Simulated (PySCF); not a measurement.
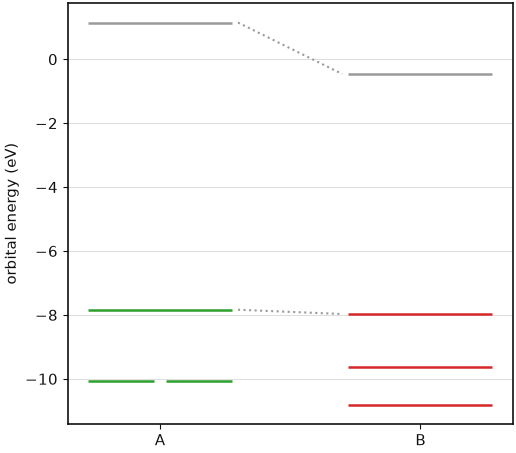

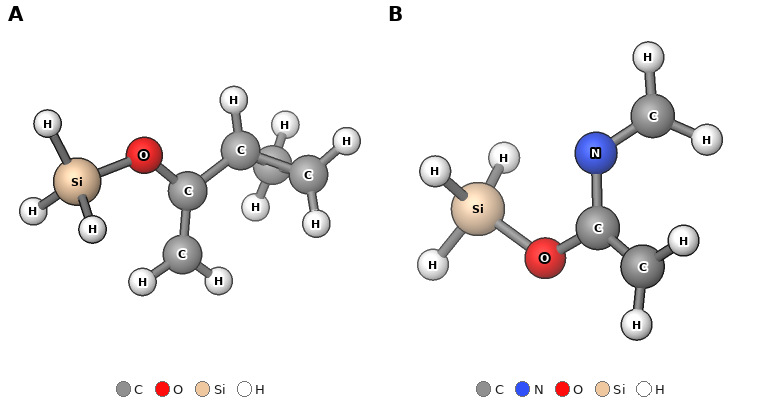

Related molecules: A is C₅H₁₀OSi, SMILES C=C(O[SiH3])C1CC1; B is C₃H₇NOSi, SMILES C=NC(=C)O[SiH3]. Frontier orbital energies, CAM-B3LYP/def2-SVPD in PySCF, at a PBE0-D3(BJ)/def2-SVP geometry (no frequency check); drawn are at most three filled levels and, in grey, the LUMO with any level within 0.03 eV of it; dotted lines join the HOMOs and the LUMOs.

What does the change do to the frontier levels?

Answer. From A to B the HOMO falls by 0.13 eV and the LUMO falls by 1.61 eV, so the separation goes from 8.98 to 7.51 eV.

Does the ΔSCF ionisation energy follow the HOMO?

Answer. A: −ε(HOMO) 7.84, ΔSCF 8.51 eV; B: −ε(HOMO) 7.97, ΔSCF 8.70 eV.

Limits of at least one run: empty levels above zero depend strongly on the basis; one conformer of a flexible molecule.
